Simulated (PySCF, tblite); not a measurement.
# C₇H₂FN: geometry, infrared bands and NMR shifts

Aim: predict the infrared bands and NMR shifts of C₇H₂FN (`C#C/C(F)=C(/C#C)C#N`).

The runs use tblite 0.8.0 and PySCF 2.14.0, with density-fitted response routines of our own; the level of theory stands in each step. All values are computed, except where a source is named. Atoms are numbered from 0 throughout.

### Step 1. The starting structure

11 atoms, charge 0, multiplicity 1; geometry from: force field or distance geometry start.

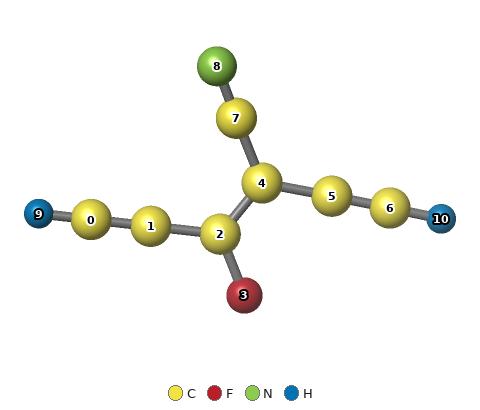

The starting geometry (carbon yellow, fluorine red, nitrogen green, hydrogen blue), atoms numbered; sticks join atoms by distance.

### Step 2. Relaxing the molecule with GFN2-xTB

The job: settings as JSON, then the geometry in Å.

```
{"job": {"kind": "relax", "xc": "GFN2-xTB", "basis": "xTB"}, "charge": 0, "multiplicity": 1}
C      2.750300    -0.466500     1.151900
C      1.670400    -0.581300     0.593000
C      0.412700    -0.715800    -0.051900
F      0.103000    -1.911200    -0.627900
C     -0.466500     0.303900    -0.113700
C     -1.713500     0.070800    -0.805400
C     -2.753900    -0.142100    -1.382300
C     -0.129800     1.574400     0.481500
N      0.119100     2.593500     0.950400
H      3.692000    -0.373100     1.650600
H     -3.678300    -0.349900    -1.872300
```

On the command line:

```console
> OMP_NUM_THREADS=1 python probes_run.py task.json out
```

This one command runs all jobs of the session in turn.

The program printed:

```text
step      E/eV     max force
  0    -637.92328    1.482
  1    -637.93812    3.268
  2    -638.00227    1.069
  3    -638.02889    0.697
  4    -638.04095    0.362
  5    -638.03899    0.835
  6    -638.04489    0.186
  7    -638.04590    0.165
  8    -638.04743    0.470
  9    -638.04875    0.116
 10    -638.04924    0.107
 11    -638.05032    0.149
 12    -638.05112    0.137
 13    -638.05188    0.097
 14    -638.05244    0.100
 15    -638.05314    0.168
 16    -638.05438    0.221
 17    -638.05657    0.229
 18    -638.05913    0.162
 19    -638.06055    0.094
 20    -638.06102    0.060
 21    -638.06118    0.032
 22    -638.06128    0.033
 23    -638.06138    0.044
 24    -638.06149    0.039
 25    -638.06154    0.018
 26    -638.06157    0.017
 27    -638.06159    0.026
 28    -638.06162    0.032
 29    -638.06165    0.021
 30    -638.06166    0.014
 31    -638.06168    0.015
 32    -638.06169    0.026
 33    -638.06172    0.036
 34    -638.06174    0.026
 35    -638.06175    0.012
 36    -638.06176    0.008
```

Wall time 0.28 s (1 thread of Arm Neoverse N1, shared host).

The steps of the relaxation: (not every step is listed) (the energy doesn't fall at every step)

| step | energy from step 0 (eV) | largest force (eV/Å) |
| --- | --- | --- |
| 0 | 0.0000 | 1.4823 |
| 1 | -0.0148 | 3.2678 |
| 2 | -0.0790 | 1.0685 |
| 3 | -0.1056 | 0.6969 |
| 4 | -0.1177 | 0.3623 |
| 5 | -0.1157 | 0.8351 |
| 6 | -0.1216 | 0.1856 |
| 7 | -0.1226 | 0.1652 |
| 8 | -0.1241 | 0.4701 |
| 10 | -0.1260 | 0.1073 |
| 12 | -0.1278 | 0.1371 |
| 14 | -0.1292 | 0.0997 |
| 16 | -0.1311 | 0.2211 |
| 18 | -0.1359 | 0.1617 |
| 20 | -0.1377 | 0.0598 |
| 22 | -0.1380 | 0.0334 |
| 24 | -0.1382 | 0.0389 |
| 26 | -0.1383 | 0.0170 |
| 28 | -0.1383 | 0.0316 |
| 30 | -0.1384 | 0.0136 |
| 31 | -0.1384 | 0.0150 |
| 32 | -0.1384 | 0.0263 |
| 33 | -0.1384 | 0.0357 |
| 34 | -0.1385 | 0.0262 |
| 35 | -0.1385 | 0.0121 |
| 36 | -0.1385 | 0.0077 |

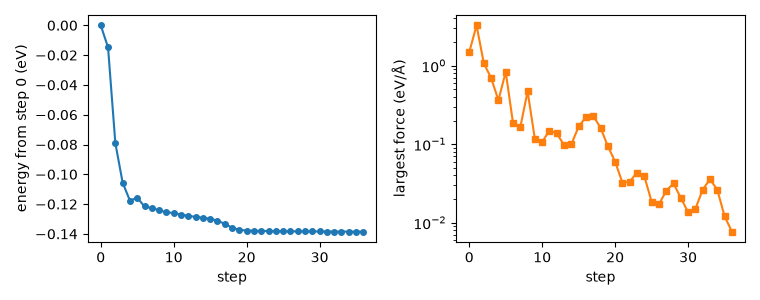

Energy and force, step by step.

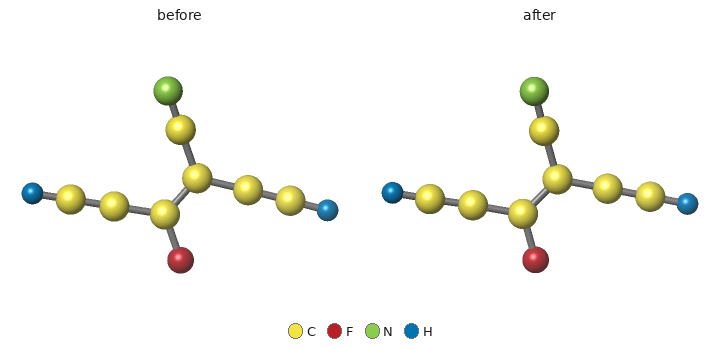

The geometry before (left) and after (right).

Close pairs (by a distance rule), those that changed most:

| bond | before (Å) | after (Å) | change (Å) |
| --- | --- | --- | --- |
| C4–C5 | 1.445 | 1.412 | -0.033 |
| C4–C7 | 1.443 | 1.415 | -0.028 |
| C0–H9 | 1.070 | 1.050 | -0.020 |
| C2–F3 | 1.363 | 1.343 | -0.020 |
| C0–C1 | 1.221 | 1.202 | -0.019 |
| C6–H10 | 1.067 | 1.049 | -0.018 |
| C1–C2 | 1.420 | 1.406 | -0.014 |
| C2–C4 | 1.348 | 1.356 | +0.008 |

The final coordinates are the input of the step that follows.

### Step 3. Harmonic vibrations with GFN2-xTB

The job: settings as JSON, then the geometry in Å.

```
{"job": {"kind": "ir", "xc": "GFN2-xTB", "basis": "xTB"}, "charge": 0, "multiplicity": 1}
C      2.769517    -0.488541     1.157897
C      1.702732    -0.582865     0.611511
C      0.464452    -0.734395    -0.036812
F      0.227297    -1.942731    -0.572717
C     -0.464546     0.247802    -0.140143
C     -1.704025     0.077081    -0.794613
C     -2.758620    -0.071155    -1.349181
C     -0.212197     1.520858     0.423764
N     -0.035916     2.561330     0.869160
H      3.695912    -0.382659     1.639707
H     -3.679181    -0.202055    -1.834536
```

The program printed:

```text
mode    cm-1     km/mol
  1      79.1      3.93
  2      85.4      3.25
  3     107.0      1.08
  4     164.4      7.01
  5     176.0      4.15
  6     250.9      0.63
  7     321.2      0.42
  8     385.0      1.00
  9     460.0      4.88
 10     460.3      1.09
 11     496.1      1.83
 12     543.4     10.53
 13     562.5      9.06
 14     642.4     12.08
 15     660.0     40.76
 16     665.6     23.90
 17     668.1      1.86
 18     689.1      2.23
 19    1011.6     57.51
 20    1195.3     70.60
 21    1243.0     80.17
 22    1581.8    100.37
 23    2229.7      5.67
 24    2251.2     24.67
 25    2374.2    159.43
 26    3392.2     28.86
 27    3399.4     19.02
```

Wall time 0.44 s (1 thread of Arm Neoverse N1, shared host).

The strongest bands and the atoms that carry them (share of the mass-weighted mode):

| cm⁻¹ | km/mol | atoms |
| --- | --- | --- |
| 660 | 40.8 | H9 46 %, H10 32 % |
| 1012 | 57.5 | C4 31 %, C2 28 %, F3 14 % |
| 1195 | 70.6 | C2 49 %, C4 23 %, F3 11 % |
| 1243 | 80.2 | C4 55 %, C2 27 % |
| 1582 | 100.4 | C2 50 %, C4 48 % |
| 2251 | 24.7 | C5 45 %, C6 24 %, C1 14 % |
| 2374 | 159.4 | C7 59 %, N8 39 % |
| 3392 | 28.9 | H9 86 %, C0 13 % |

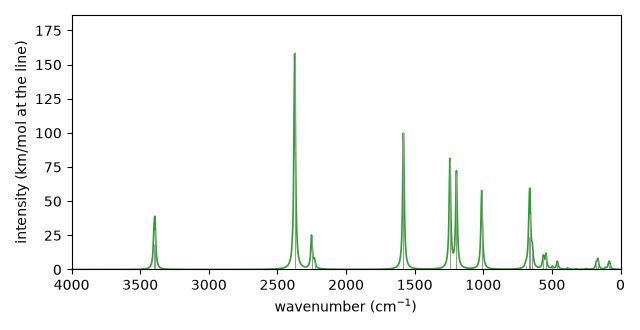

The infrared spectrum from these modes, unscaled. Lines are broadened to a width of 14 cm⁻¹ (Lorentzian).

### Step 4. Nuclear shieldings: PBE0/pcSseg-1

Settings changed since step 3:

```diff
@@ -1,2 +1,2 @@
-{"job": {"kind": "ir", "xc": "GFN2-xTB", "basis": "xTB"}, "charge": 0, "multiplicity": 1}
+{"job": {"kind": "nmr", "xc": "PBE0", "basis": "pcSseg-1"}, "charge": 0, "multiplicity": 1}
 C      2.769517    -0.488541     1.157897
```

With the program's defaults for keys left out, this is: GIAO PBE0/pcSseg-1 NMR shielding, non-relativistic, gas phase.

The program printed:

```text
coarse grid: 10992 points
cycle   1  E = -421.6440204755  dE =  1.676e+00  |g| = 7.172e-01  |ddm| = 3.808e+00
cycle   2  E = -421.2857727106  dE =  3.582e-01  |g| = 1.453e+00  |ddm| = 2.285e+00
cycle   3  E = -421.7410747237  dE = -4.553e-01  |g| = 2.717e-01  |ddm| = 1.597e+00
cycle   4  E = -421.7563253232  dE = -1.525e-02  |g| = 1.042e-01  |ddm| = 2.680e-01
cycle   5  E = -421.7585369209  dE = -2.212e-03  |g| = 3.254e-02  |ddm| = 9.115e-02
cycle   6  E = -421.7587742715  dE = -2.374e-04  |g| = 1.228e-02  |ddm| = 4.148e-02
cycle   7  E = -421.7588090462  dE = -3.477e-05  |g| = 3.098e-03  |ddm| = 1.175e-02
cycle   8  E = -421.7588109873  dE = -1.941e-06  |g| = 8.850e-04  |ddm| = 3.336e-03
final grid: 111800 points
cycle   9  E = -421.8206173793  dE = -3.098e-05  |g| = 5.028e-03  |ddm| = 7.607e-02
cycle  10  E = -421.8206139007  dE =  3.479e-06  |g| = 6.913e-03  |ddm| = 1.267e-02
cycle  11  E = -421.8206228364  dE = -8.936e-06  |g| = 1.459e-03  |ddm| = 7.056e-03
cycle  12  E = -421.8206232299  dE = -3.935e-07  |g| = 6.085e-04  |ddm| = 1.443e-03
cycle  13  E = -421.8206233173  dE = -8.742e-08  |g| = 1.621e-04  |ddm| = 5.778e-04
cycle  14  E = -421.8206233211  dE = -3.749e-09  |g| = 1.108e-04  |ddm| = 1.949e-04
cycle  15  E = -421.8206233236  dE = -2.482e-09  |g| = 1.112e-05  |ddm| = 9.850e-05
cycle  16  E = -421.8206233236  dE = -2.490e-11  |g| = 6.013e-06  |ddm| = 1.593e-05
converged SCF energy = -421.8206233236

GIAO shielding tensors (ppm)
atom      isotropic    diamagn.    paramagn.     s11        s22        s33       span
  0 C       79.112     257.742    -178.630     22.792     35.291    179.252    156.460
  1 C      109.047     255.675    -146.628     12.447     16.889    297.804    285.357
  2 C       16.806     238.084    -221.278    -87.198     51.420     86.195    173.393
  3 F      244.026     469.994    -225.968    138.286    228.217    365.575    227.288
  4 C       92.033     260.451    -168.418      2.946    124.367    148.787    145.841
  5 C      110.673     243.287    -132.614      8.961     24.940    298.119    289.158
  6 C       81.513     257.721    -176.208     24.324     38.492    181.721    157.397
  7 C       68.944     257.489    -188.545    -43.156    -42.993    292.979    336.135
  8 N      -63.382     339.741    -403.124   -217.697   -198.783    226.333    444.029
  9 H       27.855      33.238      -5.383     24.554     24.730     34.280      9.726
 10 H       28.141      32.836      -4.694     24.655     24.833     34.936     10.281
```

It took 35 s on 1 thread of Arm Neoverse N1, shared host; peak memory 0.73 GiB.

Shifts follow as δ = σ(reference) − σ, with reference shieldings (ppm) from runs at the same level and on the same kind of geometry: ¹H TMS 31.72, ¹³C TMS 186.9, ¹⁹F CFCl3 170.9, ¹⁵N NH3 267.7. The references are single molecules in the gas phase, so shifts against H2O, NH3, PH3, H3PO4 or CFCl3 are not on the usual liquid scales and can be off by tens of ppm.

| atoms | environment | σ (ppm) | δ (ppm) | δ scaled to CDCl3 |
| --- | --- | --- | --- | --- |
| C2 | fully substituted alkene carbon | 16.8 | 170.1 | 164.1 |
| C7 | nitrile carbon | 68.9 | 118.0 | 113.2 |
| C0 | terminal alkyne carbon | 79.1 | 107.8 | 103.3 |
| C6 | terminal alkyne carbon | 81.5 | 105.4 | 101.0 |
| C4 | fully substituted alkene carbon | 92.0 | 94.9 | 90.7 |
| C1 | alkyne carbon | 109.0 | 77.9 | 74.1 |
| C5 | alkyne carbon | 110.7 | 76.3 | 72.5 |
| H9 | hydrogen on a terminal alkyne carbon | 27.85 | 3.86 | 3.75 |
| H10 | hydrogen on a terminal alkyne carbon | 28.14 | 3.58 | 3.48 |
| F3 | vinylic fluorine | 244.0 | -73.1 | – |
| N8 | nitrile nitrogen | -63.4 | 331.1 | – |

The scaled column applies a straight-line fit of computed shieldings to shifts measured in CDCl3, and one for carbons that bear F (root-mean-square error 0.16 ppm for H, 1.9 ppm for C).

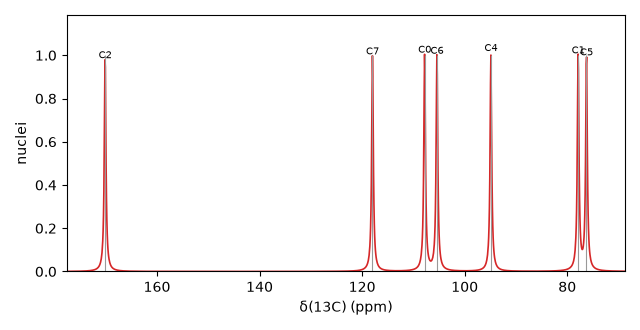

¹³C lines at the computed shifts, without couplings. Lines are broadened to a width of 0.38 ppm (Lorentzian).

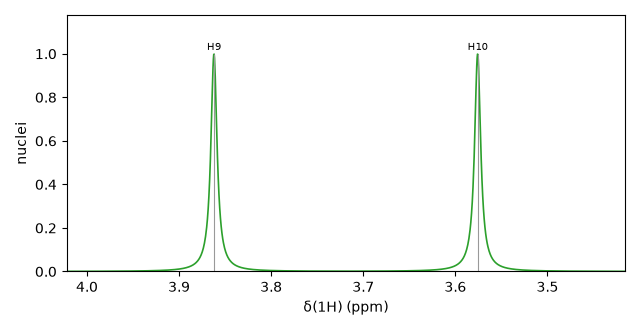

¹H lines at the computed shifts, without couplings. Lines are broadened to a width of 0.01 ppm (Lorentzian).

Charges from the same density, by scheme (e):

| atoms | Mulliken | IAO | Hirshfeld | ESP fit |
| --- | --- | --- | --- | --- |
| C0 | -0.30 | -0.13 | -0.03 | -0.23 |
| C1 | 0.25 | -0.06 | -0.05 | -0.17 |
| C2 | 0.47 | 0.33 | 0.13 | 0.52 |
| F3 | -0.23 | -0.23 | -0.05 | -0.15 |
| C4 | -0.45 | -0.09 | 0.01 | -0.43 |
| C5 | 0.51 | -0.02 | -0.05 | 0.21 |
| C6 | -0.32 | -0.18 | -0.07 | -0.45 |
| C7 | 0.16 | 0.15 | 0.08 | 0.54 |
| N8 | -0.22 | -0.21 | -0.20 | -0.46 |

IAO charges:

| atom | value (e) |
| --- | --- |
| C0 | -0.13 |
| C1 | -0.06 |
| C2 | 0.33 |
| F3 | -0.23 |
| C4 | -0.09 |
| C5 | -0.02 |
| C6 | -0.18 |
| C7 | 0.15 |
| N8 | -0.21 |
| H9 | 0.22 |
| H10 | 0.21 |

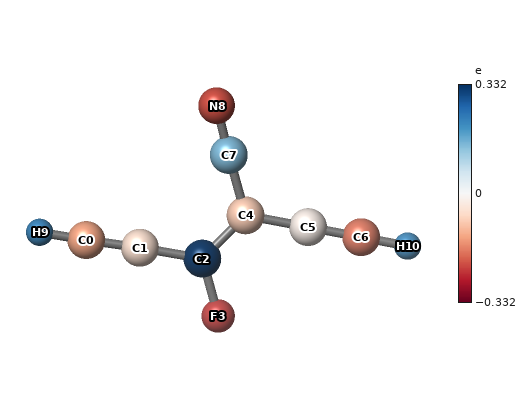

IAO charges, as colours on the atoms.

Mayer bond orders: C0–C1 2.31, C1–C2 1.05, C2–F3 1.01, C2–C4 1.56, C4–C5 1.02, C5–C6 2.30, C4–C7 1.08, C7–N8 3.01.

### Step 5. Outcome

| quantity | value |
| --- | --- |
| strongest single infrared mode (GFN2-xTB) | 2374 cm⁻¹, 159 km/mol |
| zero-point energy (GFN2-xTB) | 37.3 kcal/mol |
| ¹³C shifts against TMS (PBE0/pcSseg-1) | 170.1, 118.0, 107.8, 105.4, 94.9, 77.9, 76.3 ppm |
| ¹H shifts against TMS (PBE0/pcSseg-1) | 3.86, 3.58 ppm |
| ¹⁹F shifts against CFCl3 (PBE0/pcSseg-1) | -73.1 ppm |
| ¹⁵N shifts against NH3 (PBE0/pcSseg-1) | 331.1 ppm |

**Reading.** Over 36 steps the energy fell by 0.138 eV; of the close pairs, C4–C5 changed most, 1.445 to 1.412 Å. No mode is imaginary among the 27: a minimum at this level. The strongest single mode, at 2374 cm⁻¹, moves mainly C7 and N8. Unscaled tight-binding wavenumbers are off by several per cent, some by more. Its intensities can rank the bands wrongly. At PBE0/pcSseg-1: The largest span, 444 ppm, is at N8, where the paramagnetic term is -403 ppm.
